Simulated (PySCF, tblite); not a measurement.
# 1h-indazole: dynamics, then NMR shifts on frames

Aim: move 1h-indazole (`c1ccc2[nH]ncc2c1`) away from its starting geometry and see how NMR shifts follow the geometry.

The runs use tblite 0.8.0 and PySCF 2.14.0, with density-fitted response routines of our own; the level of theory stands in each step. All values are computed, except where a source is named. Atoms are numbered from 0 throughout.

**1. The molecule as given**

15 atoms, charge 0, multiplicity 1; geometry from: GFN2-xTB.

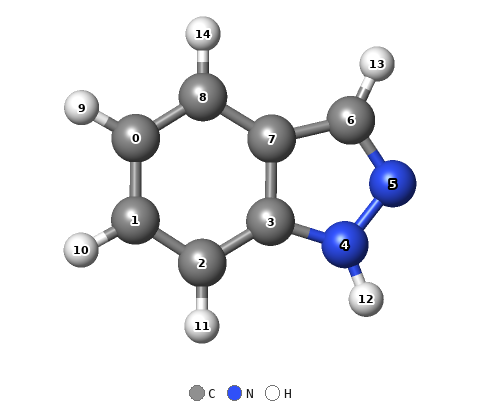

As it starts; carbon grey, nitrogen blue, hydrogen white, atoms numbered.

**2. A short Langevin run with GFN2-xTB**

Job settings and geometry (Å):

```
{"job": {"kind": "md", "xc": "GFN2-xTB", "basis": "xTB", "temperature": 400, "steps": 2000, "every": 50, "frames": 5}, "charge": 0, "multiplicity": 1}
C     -1.898616     0.548662     0.034459
C     -1.779365    -0.848394     0.005477
C     -0.553204    -1.470558    -0.022314
C      0.571672    -0.650375    -0.020901
N      1.901417    -0.923453    -0.043353
N      2.640624     0.194938    -0.032913
C      1.814541     1.208064    -0.003583
C      0.466295     0.762758     0.006493
C     -0.793590     1.364956     0.035134
H     -2.886866     0.983832     0.056702
H     -2.677830    -1.447651     0.005122
H     -0.462381    -2.545991    -0.044400
H      2.354273    -1.821935    -0.064375
H      2.186390     2.213001     0.008959
H     -0.887773     2.440134     0.057581
```

Level: GFN2-xTB Langevin dynamics, gas phase.

Launch:

```sh
OMP_NUM_THREADS=1 python probes_run.py task.json out
```

This one command runs all jobs of the session in turn.

Log:

```text
t/fs     T/K      E/eV
    0.0   319.0   -649.65814
   25.0   130.6   -649.21709
   50.0   331.7   -649.25384
   75.0   244.5   -649.24063
  100.0   228.6   -649.24067
  125.0   239.3   -649.31307
  150.0   254.8   -649.15108
  175.0   282.3   -649.20407
  200.0   225.4   -649.18341
  225.0   310.3   -649.28287
  250.0   362.6   -649.18104
  275.0   341.1   -649.21604
  300.0   236.1   -648.99888
  325.0   362.8   -649.08160
  350.0   371.7   -648.93224
  375.0   420.0   -649.02868
  400.0   429.3   -648.80554
  425.0   485.2   -648.59267
  450.0   467.1   -648.77414
  475.0   522.2   -648.47019
  500.0   506.1   -648.70739
  525.0   587.8   -648.72256
  550.0   480.4   -648.78863
  575.0   516.2   -648.83481
  600.0   553.0   -648.73740
  625.0   448.1   -648.43664
  650.0   543.4   -648.90368
  675.0   482.9   -648.84620
  700.0   563.1   -648.93081
  725.0   566.4   -648.79390
  750.0   612.5   -648.64609
  775.0   433.9   -648.73818
  800.0   601.9   -649.13802
  825.0   445.1   -648.88219
  850.0   318.7   -648.71275
  875.0   429.9   -648.92027
  900.0   341.4   -648.82217
  925.0   394.5   -648.73600
  950.0   558.9   -649.18462
  975.0   488.0   -649.20568
 1000.0   233.9   -648.95091
```

It took 19 s on 1 thread of Arm Neoverse N1, shared host; peak memory 0.18 GiB.

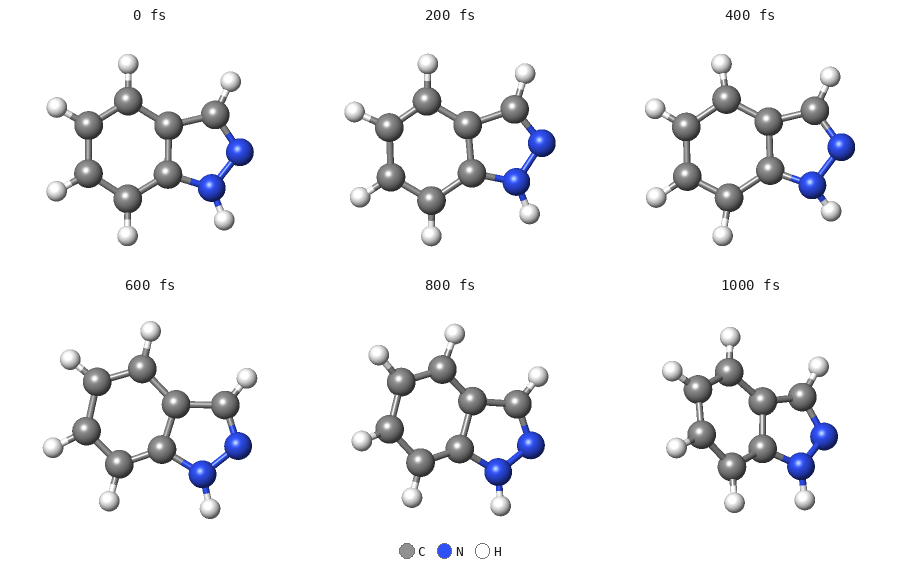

Frames of the run.

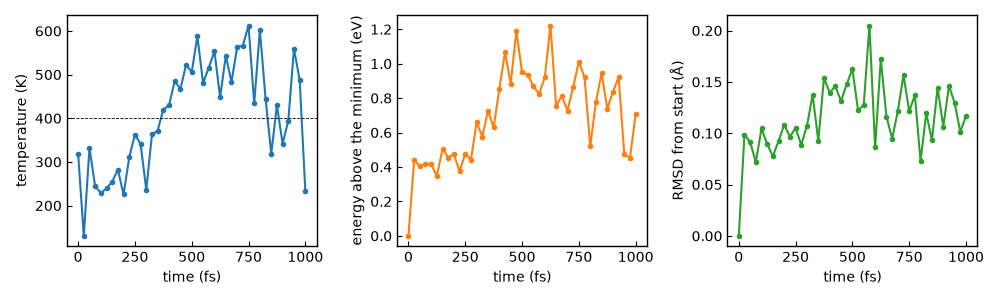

Temperature, potential energy and distance from the start.

Positions (Å) and forces (eV/Å) at 1000 fs:

```xyz
15

C    -1.865    0.953    0.741    2.422    1.329   -1.883
C    -1.689   -0.365    0.991    0.419   -3.971    0.150
C    -0.626   -1.188    0.505   -0.668    1.050    0.568
C     0.376   -0.532   -0.267   -3.183   -0.243    2.787
N     1.598   -0.920   -0.516    1.879   -1.165   -1.603
N     2.316    0.046   -1.116   -0.355    0.677    0.140
C     1.569    1.129   -1.084    0.322    0.147    0.381
C     0.301    0.854   -0.477   -1.235    0.863    0.277
C    -0.849    1.583   -0.009    0.492   -0.298   -0.472
H    -2.738    1.392    1.127   -0.504    0.923    0.121
H    -2.504   -0.856    1.568    0.822    0.116   -0.324
H    -0.523   -2.244    0.841   -0.176    0.985   -0.517
H     1.831   -1.875   -0.719    0.411   -0.326    0.155
H     2.023    2.069   -1.351   -0.318   -0.136   -0.155
H    -0.850    2.622   -0.315   -0.327    0.048    0.375
```

**3. NMR shieldings: 250 fs, PBE0/pcSseg-1**

Job settings and geometry (Å):

```
{"job": {"kind": "nmr", "xc": "PBE0", "basis": "pcSseg-1", "pop": false}, "charge": 0, "multiplicity": 1}
C     -2.248700     0.259100    -0.535600
C     -1.987800    -1.115900    -0.617900
C     -0.694100    -1.532000    -0.262400
C      0.258900    -0.594200    -0.026800
N      1.538800    -0.721700     0.250800
N      2.138700     0.435000     0.485000
C      1.214500     1.365200     0.385900
C     -0.020800     0.776100     0.088100
C     -1.329300     1.179400    -0.132600
H     -3.235800     0.537000    -0.680500
H     -2.809500    -1.794100    -0.836100
H     -0.486800    -2.624100    -0.145100
H      2.227000    -1.493000     0.114300
H      1.505500     2.394900     0.684700
H     -1.592300     2.280000    -0.000800
```

With the program's defaults for keys left out, this is: GIAO PBE0/pcSseg-1 NMR shielding, non-relativistic, gas phase.

Log:

```text
coarse grid: 13448 points
cycle   1  E = -379.2451926687  dE =  2.115e+00  |g| = 4.114e-01  |ddm| = 4.110e+00
cycle   2  E = -379.2185093008  dE =  2.668e-02  |g| = 5.417e-01  |ddm| = 1.188e+00
cycle   3  E = -379.2885945731  dE = -7.009e-02  |g| = 1.296e-01  |ddm| = 6.177e-01
cycle   4  E = -379.2921779957  dE = -3.583e-03  |g| = 4.838e-02  |ddm| = 1.796e-01
cycle   5  E = -379.2926930194  dE = -5.150e-04  |g| = 1.374e-02  |ddm| = 5.401e-02
cycle   6  E = -379.2927291456  dE = -3.613e-05  |g| = 4.448e-03  |ddm| = 1.607e-02
cycle   7  E = -379.2927331187  dE = -3.973e-06  |g| = 1.519e-03  |ddm| = 7.157e-03
final grid: 132672 points
cycle   8  E = -379.3415224858  dE = -3.225e-05  |g| = 7.138e-03  |ddm| = 5.458e-02
cycle   9  E = -379.3415169230  dE =  5.563e-06  |g| = 8.745e-03  |ddm| = 1.900e-02
cycle  10  E = -379.3415350748  dE = -1.815e-05  |g| = 1.732e-03  |ddm| = 1.064e-02
cycle  11  E = -379.3415358222  dE = -7.474e-07  |g| = 3.099e-04  |ddm| = 1.871e-03
cycle  12  E = -379.3415358409  dE = -1.871e-08  |g| = 1.498e-04  |ddm| = 4.664e-04
cycle  13  E = -379.3415358462  dE = -5.315e-09  |g| = 4.597e-05  |ddm| = 1.967e-04
cycle  14  E = -379.3415358467  dE = -4.286e-10  |g| = 1.734e-05  |ddm| = 5.822e-05
converged SCF energy = -379.3415358467

GIAO shielding tensors (ppm)
atom      isotropic    diamagn.    paramagn.     s11        s22        s33       span
  0 C       63.148     252.353    -189.204    -42.586     47.577    184.454    227.040
  1 C       51.117     254.855    -203.738    -64.595     42.891    175.055    239.650
  2 C       71.133     252.070    -180.937    -17.442     56.499    174.340    191.782
  3 C       52.364     252.190    -199.827    -19.758     22.314    154.534    174.292
  4 N       68.984     327.452    -258.468    -18.907     99.097    126.764    145.671
  5 N      -92.872     322.954    -415.826   -348.986   -103.731    174.102    523.088
  6 C       48.453     245.225    -196.772    -40.508     56.629    129.238    169.746
  7 C       62.436     261.641    -199.205     -5.378     23.600    169.087    174.465
  8 C       62.607     247.399    -184.792    -29.055     44.810    172.067    201.121
  9 H       24.987      30.465      -5.478     20.686     25.941     28.334      7.648
 10 H       23.561      29.695      -6.133     20.028     24.054     26.603      6.575
 11 H       23.549      29.283      -5.734     18.120     25.478     27.050      8.930
 12 H       21.391      31.720     -10.329     13.218     23.742     27.212     13.994
 13 H       23.066      28.615      -5.550     19.129     24.848     25.220      6.090
 14 H       22.990      28.877      -5.887     17.717     25.134     26.121      8.404
```

Run time: 45 s. Hardware: 1 thread of Arm Neoverse N1, shared host; peak memory 0.82 GiB.

The references, computed at this level on geometries of the same kind, shield at (ppm): 1H TMS 31.72, 13C TMS 186.9, 15N NH3 267.7. Their shielding less the atom's gives the shift. The references are single molecules in the gas phase, so shifts against H2O, NH3, PH3, H3PO4 or CFCl3 are not on the usual liquid scales and can be off by tens of ppm. Each atom is listed at this fixed geometry, with no averaging over motion; a spectrum would average atoms that exchange fast.

| atoms | environment | σ (ppm) | δ (ppm) |
| --- | --- | --- | --- |
| C6 | aromatic CH next to a ring nitrogen | 48.5 | 138.5 |
| C1 | aromatic CH | 51.1 | 135.8 |
| C3 | ring-fusion aromatic carbon | 52.4 | 134.6 |
| C7 | ring-fusion aromatic carbon | 62.4 | 124.5 |
| C8 | aromatic CH | 62.6 | 124.3 |
| C0 | aromatic CH | 63.1 | 123.8 |
| C2 | aromatic CH | 71.1 | 115.8 |
| H12 | hydrogen on a pyrrole-type ring nitrogen | 21.39 | 10.33 |
| H14 | hydrogen on an aromatic CH | 22.99 | 8.73 |
| H13 | hydrogen on an aromatic CH next to a ring nitrogen | 23.07 | 8.65 |
| H11 | hydrogen on an aromatic CH | 23.55 | 8.17 |
| H10 | hydrogen on an aromatic CH | 23.56 | 8.16 |
| H9 | hydrogen on an aromatic CH | 24.99 | 6.73 |
| N5 | pyridine-type nitrogen of an azole | -92.9 | 360.6 |
| N4 | pyrrole-type ring nitrogen | 69.0 | 198.7 |

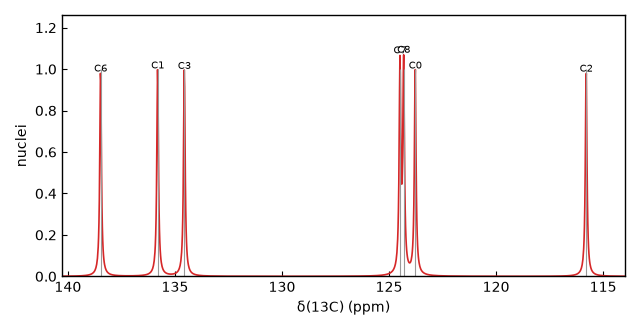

13C lines at the computed shifts, without couplings. Lines are broadened to a width of 0.09 ppm (Lorentzian).

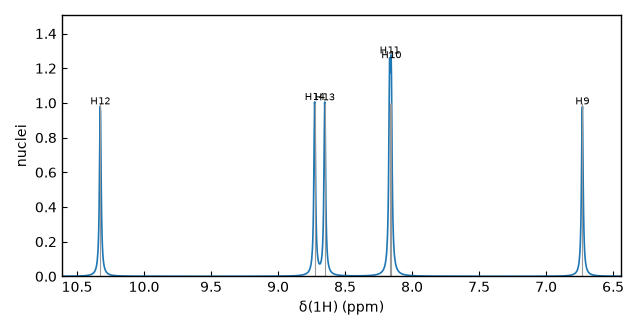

1H lines at the computed shifts, without couplings. Lines are broadened to a width of 0.01 ppm (Lorentzian).

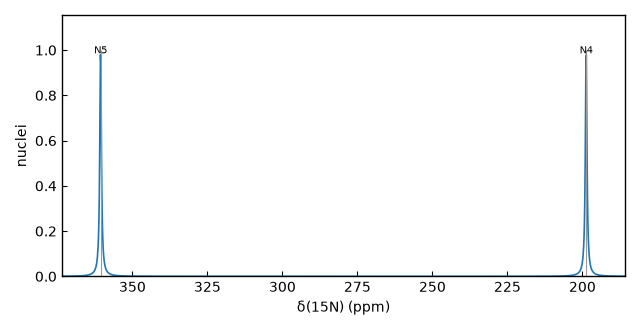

15N lines at the computed shifts, without couplings. Lines are broadened to a width of 0.65 ppm (Lorentzian).

Ring of atoms C0, C1, C2, C3, C7, C8: NICS(0) -10.2, NICS(1) -12.0, NICS(1)zz -30.6 ppm (means of both faces).

Ring of atoms C3, N4, N5, C6, C7: NICS(0) -13.6, NICS(1) -12.9, NICS(1)zz -33.8 ppm (means of both faces).

**4. Nuclear shieldings: 425 fs, PBE0/pcSseg-1**

Job settings and geometry (Å):

```
{"job": {"kind": "nmr", "xc": "PBE0", "basis": "pcSseg-1", "pop": false}, "charge": 0, "multiplicity": 1}
C     -2.198100     0.400400    -0.547900
C     -2.069900    -1.007200    -0.557100
C     -0.861500    -1.642200    -0.226200
C      0.193100    -0.713000     0.172200
N      1.355800    -1.091200     0.610500
N      2.178400    -0.026000     0.784600
C      1.382600     1.037600     0.542700
C      0.117200     0.654200     0.154900
C     -1.148400     1.215600    -0.090900
H     -3.186300     0.858000    -0.587100
H     -2.876800    -1.694700    -0.781100
H     -1.042900    -2.711300    -0.167400
H      1.739400    -2.025100     0.977600
H      1.783400     2.062500     0.619700
H     -1.393700     2.341200     0.012000
```

With the program's defaults for keys left out, this is: GIAO PBE0/pcSseg-1 NMR shielding, non-relativistic, gas phase.

Log:

```text
coarse grid: 13448 points
cycle   1  E = -379.2267926681  dE =  1.879e+00  |g| = 3.991e-01  |ddm| = 4.015e+00
cycle   2  E = -379.1988909018  dE =  2.790e-02  |g| = 5.377e-01  |ddm| = 1.171e+00
cycle   3  E = -379.2673673076  dE = -6.848e-02  |g| = 1.327e-01  |ddm| = 6.226e-01
cycle   4  E = -379.2711213735  dE = -3.754e-03  |g| = 4.927e-02  |ddm| = 1.801e-01
cycle   5  E = -379.2716440539  dE = -5.227e-04  |g| = 1.662e-02  |ddm| = 5.729e-02
cycle   6  E = -379.2716995939  dE = -5.554e-05  |g| = 5.190e-03  |ddm| = 1.975e-02
cycle   7  E = -379.2717054283  dE = -5.834e-06  |g| = 1.756e-03  |ddm| = 8.151e-03
final grid: 132672 points
cycle   8  E = -379.3208648514  dE = -3.262e-05  |g| = 7.074e-03  |ddm| = 4.936e-02
cycle   9  E = -379.3208580005  dE =  6.851e-06  |g| = 8.857e-03  |ddm| = 2.106e-02
cycle  10  E = -379.3208773607  dE = -1.936e-05  |g| = 1.907e-03  |ddm| = 1.204e-02
cycle  11  E = -379.3208783053  dE = -9.446e-07  |g| = 3.178e-04  |ddm| = 2.056e-03
cycle  12  E = -379.3208783241  dE = -1.883e-08  |g| = 1.505e-04  |ddm| = 4.738e-04
cycle  13  E = -379.3208783291  dE = -5.012e-09  |g| = 5.643e-05  |ddm| = 1.883e-04
cycle  14  E = -379.3208783298  dE = -6.924e-10  |g| = 1.924e-05  |ddm| = 6.626e-05
converged SCF energy = -379.3208783298

GIAO shielding tensors (ppm)
atom      isotropic    diamagn.    paramagn.     s11        s22        s33       span
  0 C       57.156     252.382    -195.226    -51.456     51.066    171.858    223.314
  1 C       38.477     256.287    -217.809    -91.864     37.690    169.606    261.470
  2 C       60.602     250.999    -190.397    -53.375     64.733    170.447    223.822
  3 C       48.486     252.370    -203.884    -18.115     13.777    149.795    167.910
  4 N       51.418     328.461    -277.043    -52.876     84.761    122.368    175.244
  5 N      -99.233     322.060    -421.293   -341.258   -111.024    154.584    495.842
  6 C       43.120     244.882    -201.762    -49.232     47.278    131.314    180.546
  7 C       71.982     257.214    -185.232     10.598     30.390    174.958    164.360
  8 C       50.391     250.062    -199.671    -52.025     37.702    165.495    217.519
  9 H       24.089      28.783      -4.694     20.043     25.012     27.211      7.167
 10 H       23.597      29.608      -6.011     19.903     23.043     27.844      7.940
 11 H       23.069      30.250      -7.181     18.619     22.789     27.800      9.181
 12 H       20.448      30.553     -10.104     13.191     22.800     25.354     12.163
 13 H       23.024      28.511      -5.487     19.463     24.248     25.360      5.897
 14 H       22.671      28.354      -5.683     17.903     24.252     25.858      7.955
```

Wall time 45 s (1 thread of Arm Neoverse N1, shared host); peak memory 0.82 GiB.

In short: δ C1 148.4, C6 143.8, C3 138.4, C8 136.5, H12 11.27, H14 9.05 ppm.

(Part 1 of 2 ends here.)
